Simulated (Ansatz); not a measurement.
# Re-Ti stack of (100) layers: lattice stability ahead of a resistivity run

Question: is the lattice of Re-Ti stack of (100) layers stable, and if so, what are its coupling constant and resistivity?

Main program and level: Ansatz 0.2.0; DFT PBEsol, scalar-relativistic, plane waves, PAW; PAW set soft_1.

### 1. Starting point

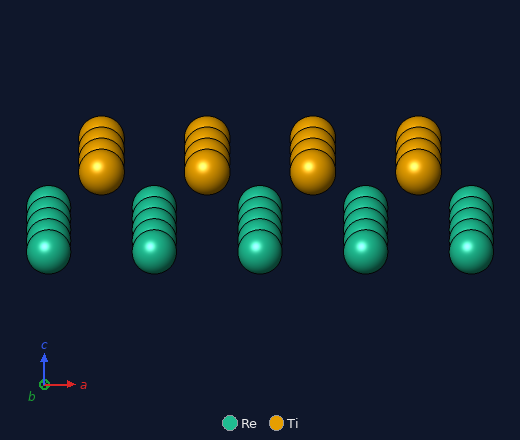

The starting structure, seen nearly edge on (rhenium teal, titanium orange). 4×4×1 cells are drawn. Some periodic images of atoms are drawn too.

The cell holds 2 atoms: 1 Re and 1 Ti. Cell: a = 2.923 Å, b = 2.923 Å, c = 13.067 Å, α = 90.0°, β = 90.0°, γ = 90.0°. Vacuum lies along c.

### 2. Rough relaxation

The start is far from rest, so a relaxation with loose thresholds does the first part.

The input, input.yaml:

```yaml
crystal:
  lattice:
    - [2.92265, 0.0, 0.0]
    - [0.0, 2.92265, 0.0]
    - [0.0, 0.0, 13.06663]
  atoms:
    - { symbol: Re, position: [0.0, 0.0, 0.4209196] }
    - { symbol: Ti, position: [0.5, 0.5, 0.5790804] }
  periodic: [true, true, false]
kpoints:
  mp_grid: { grid: [6, 6, 1] }
hamiltonian:
  xc: pbesol
  pseudopotentials: { kind: paw, azcp: { folder: soft_1 }, xc_functional: pbe }
scf:
  occupations: { method: gaussian, width: 0.1 }
output:
  forces: true
  stress: true
  eigenvalues: true
relax:
  adjacent_minimum: "off"
  f_tol: 0.05
  max_steps: 80
  cell: { stress_2d_tol: 0.02 }
```

Launch:

```bash
ansatz run input.yaml --threads 4 --pin off --max-ram 12288MiB --backend cpu --events-out ev --progress --plain --runs-dir out
```

Numbers of over 12 decimals in the logs are rounded to 6 here.

The program printed:

```text
Warning: crystal.periodic: the lattice vector that does not repeat stood 0.000° off the slab's normal, 13.067 Å along it as the deck builds it. The run solves the slab on a vector along the normal, 27.933 Å long, with every atom where it was (on the deck's vector they left 11.00 Å outside them, and the widest stretch free of ions among them is 2.07 Å). A fractional position that the run reports is one of the run's ce [...]
The last accepted step is kept in <dir> (removed where the run ends without a failure and the disk answers)
crystal.periodic: the lattice vector that does not repeat stood 0.000° off the slab's normal, 13.067 Å along it as the deck builds it. The run solves the slab on a vector along the normal, 27.933 Å long, with every atom where it was (on the deck's vector they left 11.00 Å outside them, and the widest stretch free of ions among them is 2.07 Å). A fractional position that the run reports is one of the run's cell, which [...]
Engine: ansatz 0.2.0, aarch64-unknown-linux-gnu
Pseudopotentials: kind: paw
Pseudopotential: Re, paw, valence charge 15, recommended cutoff 420 eV (normal), soft_1/Re.paw.azcp
Pseudopotential: Ti, paw, valence charge 12, recommended cutoff 420 eV (normal), soft_1/Ti.paw.azcp
Functional definition: PBEsol
  exchange = pbesol_x
  correlation = pbesol_c
Crystal: 2 atoms, lattice volume = 238.603 Å³
Basis set: ecut = 420 eV, 4593 PW (Γ), exchange–correlation on 40×40×384 points (8 copies of the dense FFT grid, shifted against one another)
Bands: 18, of which v1, the nominal top of the filled ones, is band 14 counted from 1 (13 counted from 0)
Symmetry: 8 space group operations
Space group: P4mm (ITA 99), of the structure as read, at distance tolerance 6.2e-5 Å
k-points: 10 of 36
Non-local potential: Re, projectors of the file, l = 0: 3, l = 1: 2, l = 2: 2, l = 3: 1
Non-local potential: Ti, projectors of the file, l = 0: 3, l = 1: 2, l = 2: 3, l = 3: 1
PAW form: soft (Blöchl's): semilocal exchange-correlation on the pseudo side does not see the compensation charge
PAW frozen core: Re, regenerated for the run's functional, and the local potential with it (the file was generated under x = pbe(κ = 0.804, μ = 0.219515), c = pbe(β = 0.066725))
PAW frozen core: Ti, regenerated for the run's functional, and the local potential with it (the file was generated under x = pbe(κ = 0.804, μ = 0.219515), c = pbe(β = 0.066725))
PAW one-centre angular grid: Re, 590 points (default); XC on 64 Gauss nodes
PAW one-centre angular grid: Ti, 590 points (default); XC on 64 Gauss nodes
Initial density: superposition of atomic densities (neutral atoms: chi_scale 0, normalization atom)
Initial wavefunctions: pseudopotential atomic-orbital guess
Functional: x = pbesol(κ = 0.804, μ = 0.123457), c = pbesol(β = 0.046)
SCF iter   1: F=—  HF=-13209.726884 eV  |F-HF|=—  |Δ(HF+E_count)|=         —  Δρ=2.49e-2  dr2=6.66e0  ethr=3.10e-3  ⟨swp⟩=11.7  Hψ=1443  notcnv=0
preconditioner: auto → LDOS  [insulator: Δε(μ)=0.108 eV  Ē_g=3.475 eV  σ=0.100 eV  W_gap=0.51  n_scr=16 (ndim 8)  ℏωp=8.0 eV  f_vac=0.746  D(μ)=6.36/eV (n_scr^D=30)  ε∞_Penn≈6.3  β→1.0]
SCF iter   2: F=—  HF=-13208.634179 eV  |F-HF|=—  |Δ(HF+E_count)|=    1.09e0  Δρ=2.40e-2  dr2=3.44e0  ethr=3.10e-3  ⟨swp⟩=4.9  Hψ=619  notcnv=0  defer=3
SCF iter   3: F=—  HF=-13208.316724 eV  |F-HF|=—  |Δ(HF+E_count)|=   3.17e-1  Δρ=6.40e-3  dr2=3.28e-1  ethr=3.10e-3  ⟨swp⟩=3.7  Hψ=497  notcnv=0  defer=3
SCF iter   4: F=—  HF=-13208.295866 eV  |F-HF|=—  |Δ(HF+E_count)|=   2.09e-2  Δρ=2.83e-3  dr2=6.20e-2  ethr=1.22e-3  ⟨swp⟩=2.0  Hψ=266  notcnv=0  defer=3
SCF iter   5: F=—  HF=-13208.298599 eV  |F-HF|=—  |Δ(HF+E_count)|=   2.73e-3  Δρ=1.41e-3  dr2=6.32e-3  ethr=2.30e-4  ⟨swp⟩=3.2  Hψ=329  notcnv=0  defer=3
SCF iter   6: F=—  HF=-13208.298016 eV  |F-HF|=—  |Δ(HF+E_count)|=   5.83e-4  Δρ=5.23e-4  dr2=1.13e-3  ethr=2.34e-5  ⟨swp⟩=3.6  Hψ=368  notcnv=0  defer=3
SCF iter   7: F=—  HF=-13208.298187 eV  |F-HF|=—  |Δ(HF+E_count)|=   1.70e-4  Δρ=1.83e-4  dr2=1.02e-4  ethr=4.20e-6  ⟨swp⟩=2.3  Hψ=255  notcnv=0  defer=3
SCF iter   8: F=—  HF=-13208.298236 eV  |F-HF|=—  |Δ(HF+E_count)|=   4.94e-5  Δρ=5.36e-5  dr2=1.36e-5  ethr=3.79e-7  ⟨swp⟩=3.8  Hψ=380  notcnv=0  defer=3
SCF iter   9: F=—  HF=-13208.298256 eV  |F-HF|=—  |Δ(HF+E_count)|=   1.97e-5  Δρ=1.67e-5  dr2=2.00e-6  ethr=5.05e-8  ⟨swp⟩=3.2  Hψ=320  notcnv=0  defer=3
SCF iter  10: F=—  HF=-13208.298256 eV  |F-HF|=—  |Δ(HF+E_count)|=   4.85e-7  Δρ=5.23e-6  dr2=2.10e-7  ethr=7.42e-9  ⟨swp⟩=3.5  Hψ=318  notcnv=0  defer=3
SCF iter  11: F=-13208.298256 eV  HF=-13208.298256 eV  |F-HF|=6.77e-8  |Δ(HF+E_count)|=   5.30e-8  Δρ=2.21e-6  dr2=2.64e-8  ethr=3.70e-10  ⟨swp⟩=11.4  Hψ=1059  notcnv=0
SCF 1 converged in 11 iterations: F = -13208.298256 eV  dr2 = 2.64e-8
  greatest PAW one-centre occupation: 0.999 electrons in one spin orbital (limit 2), on the Re atom at site 0 (counted from 0), in its partial waves of l = 0
relax step   1: F+E_penalty+E_count = -13208.29825618 eV  Δ(F+E_penalty+E_count) = +0.000e0 eV  max|allowed force component| = 2.296e0 eV/Å  Δτ_max = 0.0000 Å  P = -18.171 N/m  Ω = 238.603 Å³  fix = [c, alpha, beta]  reactions: c +0.000 N/m  (11 SCF iters, dr2 threshold 1.00e-7 eV, accepted)
Crystal: 2 atoms, lattice volume = 226.066 Å³
Basis set: ecut = 420 eV, 4449 PW (Γ), exchange–correlation on 40×40×384 points (8 copies of the dense FFT grid, shifted against one another)
Initial density: handed on by an earlier stage of this run
Initial wavefunctions: those handed on with the density
SCF iter   1: F=—  HF=-13209.765660 eV  |F-HF|=—  |Δ(HF+E_count)|=         —  Δρ=1.93e-2  dr2=3.43e0  ethr=3.10e-3  ⟨swp⟩=10.6  Hψ=1199  notcnv=0
preconditioner: auto → LDOS  [insulator: Δε(μ)=0.111 eV  Ē_g=3.809 eV  σ=0.100 eV  W_gap=0.57  n_scr=16 (ndim 8)  ℏωp=8.2 eV  f_vac=0.769  D(μ)=2.96/eV (n_scr^D=12)  ε∞_Penn≈5.6  β→1.0]
SCF iter   2: F=—  HF=-13209.767512 eV  |F-HF|=—  |Δ(HF+E_count)|=   1.85e-3  Δρ=1.55e-2  dr2=2.87e0  ethr=3.10e-3  ⟨swp⟩=3.9  Hψ=515  notcnv=0  defer=4
SCF iter   3: F=—  HF=-13209.418187 eV  |F-HF|=—  |Δ(HF+E_count)|=   3.49e-1  Δρ=2.86e-3  dr2=4.31e-2  ethr=3.10e-3  ⟨swp⟩=3.2  Hψ=371  notcnv=0  defer=4
SCF iter   4: F=—  HF=-13209.423412 eV  |F-HF|=—  |Δ(HF+E_count)|=   5.23e-3  Δρ=1.07e-3  dr2=3.84e-3  ethr=1.59e-4  ⟨swp⟩=2.6  Hψ=395  notcnv=0  defer=4
SCF iter   5: F=—  HF=-13209.424221 eV  |F-HF|=—  |Δ(HF+E_count)|=   8.09e-4  Δρ=3.78e-4  dr2=1.51e-3  ethr=1.42e-5  ⟨swp⟩=3.4  Hψ=342  notcnv=0  defer=4
SCF iter   6: F=—  HF=-13209.424174 eV  |F-HF|=—  |Δ(HF+E_count)|=   4.72e-5  Δρ=1.28e-4  dr2=7.60e-5  ethr=5.59e-6  ⟨swp⟩=1.8  Hψ=216  notcnv=0  defer=4
[...]
iter 9 did not close the SCF: its close was put off until two iterations running show no level that it waits for move by more than its bar (scf_convergence_deferred on its scf_iter line)
SCF iter   9: F=-13209.094880 eV  HF=-13209.094880 eV  |F-HF|=4.63e-8  |Δ(HF+E_count)|=   7.72e-7  Δρ=3.16e-6  dr2=3.20e-8  ethr=7.41e-10  ⟨swp⟩=13.4  Hψ=1153  notcnv=0
SCF iter  10: F=-13209.094880 eV  HF=-13209.094880 eV  |F-HF|=6.43e-9  |Δ(HF+E_count)|=   5.11e-8  Δρ=1.10e-6  dr2=4.03e-9  ethr=1.19e-10  ⟨swp⟩=3.3  Hψ=736  notcnv=0
SCF 3 converged in 10 iterations: F = -13209.094880 eV  dr2 = 4.03e-9
relax step   3: F+E_penalty+E_count = -13209.09488021 eV  Δ(F+E_penalty+E_count) = +3.293e-1 eV  max|allowed force component| = 2.848e0 eV/Å  Δτ_max = 0.1957 Å  P = +12.331 N/m  Ω = 223.383 Å³  energy of the carried Pulay correction = +4.713e-4 eV  fix = [c, alpha, beta]  (10 SCF iters, dr2 threshold 2.00e-7 eV, rejected (line search))
[...]
relax step   4: F+E_penalty+E_count = -13209.52086127 eV  Δ(F+E_penalty+E_count) = -9.668e-2 eV  max|allowed force component| = 3.028e-1 eV/Å  Δτ_max = 0.0517 Å  P = -1.687 N/m  Ω = 224.213 Å³  energy of the carried Pulay correction = +4.448e-4 eV  fix = [c, alpha, beta]  reactions: c -0.000 N/m  (12 SCF iters, accepted)
[...]
relax step   5: F+E_penalty+E_count = -13209.52595352 eV  Δ(F+E_penalty+E_count) = -5.092e-3 eV  max|allowed force component| = 8.238e-2 eV/Å  Δτ_max = 0.0150 Å  P = -0.300 N/m  Ω = 223.505 Å³  energy of the carried Pulay correction = +4.674e-4 eV  fix = [c, alpha, beta]  reactions: c -0.000 N/m  (7 SCF iters, dr2 threshold 2.00e-7 eV, accepted)
[...]
relax step   6: F+E_penalty+E_count = -13209.52662614 eV  Δ(F+E_penalty+E_count) = -6.726e-4 eV  max|allowed force component| = 2.937e-3 eV/Å  Δτ_max = 0.0048 Å  P = -0.516 N/m  Ω = 223.184 Å³  energy of the carried Pulay correction = +4.777e-4 eV  fix = [c, alpha, beta]  reactions: c -0.000 N/m  (6 SCF iters, dr2 threshold 2.00e-7 eV, accepted)
[...]
relax step   7: F+E_penalty+E_count = -13209.52796671 eV  Δ(F+E_penalty+E_count) = -1.341e-3 eV  max|allowed force component| = 1.193e-2 eV/Å  Δτ_max = 0.0059 Å  P = -0.408 N/m  Ω = 221.821 Å³  energy of the carried Pulay correction = +5.214e-4 eV  fix = [c, alpha, beta]  reactions: c -0.000 N/m  (7 SCF iters, dr2 threshold 2.00e-7 eV, accepted)
[...]
relax step   8: F+E_penalty+E_count = -13209.52985357 eV  Δ(F+E_penalty+E_count) = -1.887e-3 eV  max|allowed force component| = 2.174e-2 eV/Å  Δτ_max = 0.0136 Å  P = +0.001 N/m  Ω = 218.346 Å³  energy of the carried Pulay correction = +6.342e-4 eV  fix = [c, alpha, beta]  reactions: c +0.000 N/m  (8 SCF iters, dr2 threshold 2.00e-7 eV, accepted)
Initial wavefunctions: pseudopotential atomic-orbital guess (no wavefunctions were taken with the density)
iter 1 solved again at ethr=2.78e-7 eV; its pass at ethr=3.10e-3 eV (dr2=7.49e-5 eV) is discarded
SCF iter   1: F=—  HF=-13209.528939 eV  |F-HF|=—  |Δ(HF+E_count)|=         —  Δρ=6.27e-5  dr2=1.25e-6  ethr=2.78e-7  ⟨swp⟩=6.3  Hψ=2297  notcnv=0
preconditioner: auto → LDOS  [insulator: Δε(μ)=0.140 eV  Ē_g=3.863 eV  σ=0.100 eV  W_gap=0.64  n_scr=16 (ndim 8)  ℏωp=8.3 eV  f_vac=0.771  D(μ)=2.01/eV (n_scr^D=10)  ε∞_Penn≈5.7  β→1.0]
SCF iter   2: F=—  HF=-13209.528899 eV  |F-HF|=—  |Δ(HF+E_count)|=   3.97e-5  Δρ=2.13e-5  dr2=2.35e-6  ethr=4.64e-9  ⟨swp⟩=3.4  Hψ=399  notcnv=0
SCF iter   3: F=—  HF=-13209.528899 eV  |F-HF|=—  |Δ(HF+E_count)|=   3.59e-7  Δρ=6.31e-6  dr2=3.33e-7  ethr=4.64e-9  ⟨swp⟩=3.8  Hψ=384  notcnv=0
SCF iter   4: F=—  HF=-13209.528899 eV  |F-HF|=—  |Δ(HF+E_count)|=   1.85e-7  Δρ=3.18e-6  dr2=4.54e-7  ethr=1.23e-9  ⟨swp⟩=3.2  Hψ=302  notcnv=0
SCF iter   5: F=—  HF=-13209.528899 eV  |F-HF|=—  |Δ(HF+E_count)|=   1.00e-8  Δρ=2.39e-6  dr2=1.33e-7  ethr=1.23e-9  ⟨swp⟩=1.7  Hψ=210  notcnv=0
SCF iter   6: F=—  HF=-13209.528899 eV  |F-HF|=—  |Δ(HF+E_count)|=   1.89e-9  Δρ=9.40e-7  dr2=1.37e-8  ethr=4.91e-10  ⟨swp⟩=1.8  Hψ=220  notcnv=0
SCF iter   7: F=—  HF=-13209.528899 eV  |F-HF|=—  |Δ(HF+E_count)|=   1.99e-9  Δρ=2.39e-7  dr2=1.31e-10  ethr=5.07e-11  ⟨swp⟩=3.0  Hψ=313  notcnv=0
SCF iter   8: F=—  HF=-13209.528899 eV  |F-HF|=—  |Δ(HF+E_count)|=   2.55e-9  Δρ=1.24e-7  dr2=3.69e-11  ethr=1.00e-12  ⟨swp⟩=3.6  Hψ=402  notcnv=0
SCF iter   9: F=—  HF=-13209.528899 eV  |F-HF|=—  |Δ(HF+E_count)|=  6.68e-10  Δρ=5.31e-8  dr2=1.12e-11  ethr=1.00e-12  ⟨swp⟩=2.4  Hψ=276  notcnv=0
SCF iter  10: F=—  HF=-13209.528899 eV  |F-HF|=—  |Δ(HF+E_count)|=  1.47e-10  Δρ=3.45e-8  dr2=4.68e-12  ethr=1.00e-12  ⟨swp⟩=1.4  Hψ=194  notcnv=0
SCF iter  11: F=-13209.528899 eV  HF=-13209.528899 eV  |F-HF|=3.82e-11  |Δ(HF+E_count)|=  7.28e-12  Δρ=7.52e-9  dr2=2.60e-13  ethr=1.00e-12  ⟨swp⟩=12.7  Hψ=1227  notcnv=0
SCF 9 converged in 11 iterations: F = -13209.528899 eV  dr2 = 2.60e-13
relax step   9: F+E_penalty+E_count = -13209.52889916 eV  Δ(F+E_penalty+E_count) = +9.544e-4 eV  max|allowed force component| = 2.245e-2 eV/Å  Δτ_max = 0.0000 Å  P = +0.012 N/m  Ω = 218.346 Å³  fix = [c, alpha, beta]  reactions: c +0.000 N/m  stress off target by 1.19e-2 N/m on what of the cell is left free  SCF on the basis re-selected at this cell (its energy is not comparable with the rows above)  (11 SCF iters)
basis re-selected at this cell: Δ(F+E_penalty+E_count) = +9.544e-4 eV, ΔP = +0.010 N/m vs the last step (what re-selecting the basis moved, of the pressure what is left beyond the Pulay correction that the steps carried, after the strain that the cell walked since its last selection, with what the two solves' SCF thresholds leave and, on support functions, any second-order correction that the steps lacked; it is no m [...]
SCF converged after 11 iterations
Free energy (F): -13209.528899 eV
Harris-Foulkes:  -13209.528899 eV  (|F-HF|=3.82e-11)
Internal energy: -13209.518864 eV  (E = F + TS)
E sigma→0 (E₀):  -13209.523881 eV
Entropy (-TS):   -0.010036 eV (-5.018 meV/atom)
Fermi energy:    -4.355310 eV
--- Per-component energies (eV) ---
  E_band       = -860.898304
  E_kinetic    = 805.361149
  E_local      = -51837.449067  (includes V_loc(G=0)·N_el)
  E_nonlocal   = 149.418353
  E_hartree    = 25392.150107
  E_xc         = -467.164607
  E_vxc        = -432.019049  (∫ρ·V_xc dr)
  E_paw        = -9595.385176  (= ΣΔE_a)
  E_vpaw       = -330.509892  (= ΣTr[D̂ρ^β])
  E_aug_tail   = -0.000026  (compensation charges beyond the density's cutoff)
  E_ewald      = 22343.177692
  E_core_change = 0.372711  (= ΣΔE_core)
  E_smearing   = -0.010036  (= −TS)
  E_closure    = 0.000000  (closes the sum)
  Σ components = -13209.528899   (vs F -13209.528899, Δ=0.00e0)
--- Forces (eV/Å), atoms counted from 1 ---
  atom   1  Re    -0.00000000     0.00000000    -0.02244804
  atom   2  Ti     0.00000000    -0.00000000     0.02244772
  max |Σ_I F_I| component: 3.19e-7 eV/Å
--- 2D stress c σ (N/m, compression-positive) ---
        0.011883      -0.000000      -0.000000
       -0.000000       0.011883       0.000000
       -0.000000       0.000000       0.000000
  P = ½ c Tr σ = 0.0119 N/m
--- Band table (eV; the first three rows and the last of 10) ---
  k-point 0: bands = [... 10 lower, -8.6659, -5.3782, -4.4860, -4.2480, -4.2480, -4.0429, -2.6265, -1.0770]
  k-point 1: bands = [... 10 lower, -7.9043, -5.7413, -4.6958, -4.3132, -3.7376, -3.5565, -3.5165, -2.0801]
  k-point 2: bands = [... 10 lower, -6.2324, -5.8387, -4.7749, -4.6218, -4.4531, -3.2513, -2.3604, -2.1460]
  k-point 9: bands = [... 10 lower, -7.3020, -7.3020, -3.0190, -3.0190, -1.8928, -1.5141, -0.1915, 0.2115]
--- Relaxed structure (8 steps of the walk, 7 accepted, 1 SCFs on fresh bases) ---
  F+E_penalty+E_count = -13209.52889916 eV   max|allowed force component| = 2.245e-2 eV/Å   (the final SCF, on the basis selected at the relaxed cell)
  cell:  # Å, volume = 218.3461 Å³
    - [2.795838, 0.0, 0]
    - [0.0, 2.795838, 0.0]
    - [0, 0.0, 27.933257]
  atoms:
    - { symbol: Re, position: [0, 0.0, 0.205304] }
    - { symbol: Ti, position: [0.5, 0.5, 0.262476] }
```

Elapsed: 14 s, on 4 threads of Arm Neoverse V1, shared host; peak memory 0.49 GiB.

Relaxation path:

| step | energy less that of the first step (eV) | largest force component (eV/Å) | volume (Å³) |
| --- | --- | --- | --- |
| 1 | 0.0000 | 2.2956 | 238.60 |
| 2 | -1.1259 | 1.1597 | 226.07 |
| 3 | -0.7966 | 2.8476 | 223.38 |
| 4 | -1.2226 | 0.3028 | 224.21 |
| 5 | -1.2277 | 0.0824 | 223.51 |
| 6 | -1.2284 | 0.0029 | 223.18 |
| 7 | -1.2297 | 0.0119 | 221.82 |
| 8 | -1.2316 | 0.0217 | 218.35 |
| 9* | -1.2306 | 0.0224 | 218.35 |

Relaxation steps marked * repeat the geometry before them on a plane-wave basis chosen anew for their cell, so energy and pressure can jump there. Relaxation step 3 was tried and not accepted.

The run keeps the 8 symmetry operations that it works with, so distortions that break them were not tested.

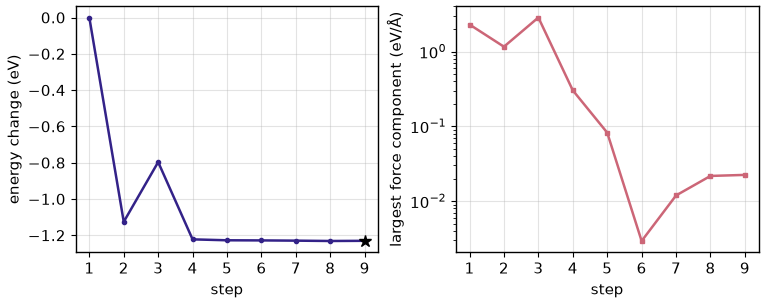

Energy and largest force along the relaxation. Stars mark steps on a basis chosen anew.

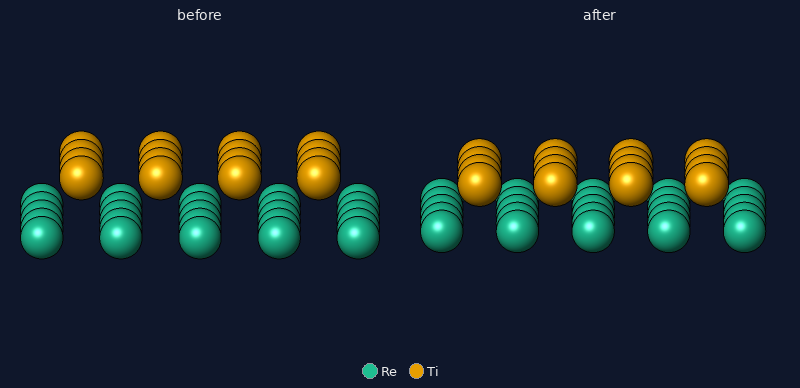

Before and after, at one scale.

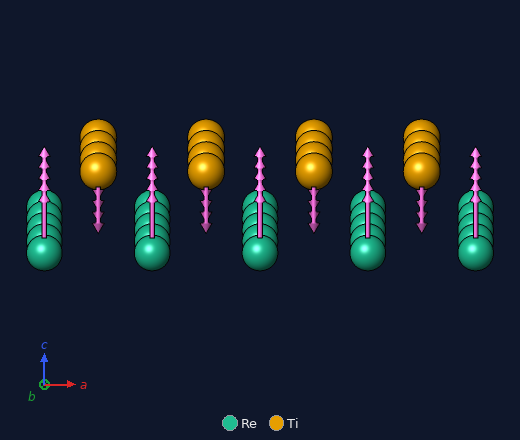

Displacements in the relaxation, exaggerated, measured against the changing cell; the longest in the cell stands for 0.23 Å. 4×4×1 cells are drawn. Some periodic images of atoms are drawn too.

| cell as run | before | after | change |
| --- | --- | --- | --- |
| a (Å) | 2.923 | 2.796 | -4.3 % |
| b (Å) | 2.923 | 2.796 | -4.3 % |

The atoms that moved most (Å, along periodic axes as changes of fractional coordinates times the final cell, across vacuum about the mean position):

| atom | dx | dy | dz | length |
| --- | --- | --- | --- | --- |
| Re1 | 0.000 | 0.000 | 0.235 | 0.235 |
| Ti2 | 0.000 | 0.000 | -0.235 | 0.235 |

The relaxed structure:

```
Re Ti
1.0
     2.79584    0.00000    0.00000
     0.00000    2.79584    0.00000
     0.00000    0.00000   27.93326
Re Ti
1 1
Direct
  0.00000 0.00000 0.20530
  0.50000 0.50000 0.26248
```

This step gave:

| Item | Value |
| --- | --- |
| metallic on mesh | yes |
| gap on the k-mesh | 0 eV |

The relaxation ends with a largest force component of 0.022 eV/Å.

(Continued in part 2 of 3.)

[Logs are printed without paths, hosts, clocks, repeated set-up lines and the standing remarks that a program may print on its own settings, such as how far it seeks lower states.]

[Hosts, paths, dates, database ids (printed as entryN), source tags and the programs' standing remarks are cut or masked in the printed files.]
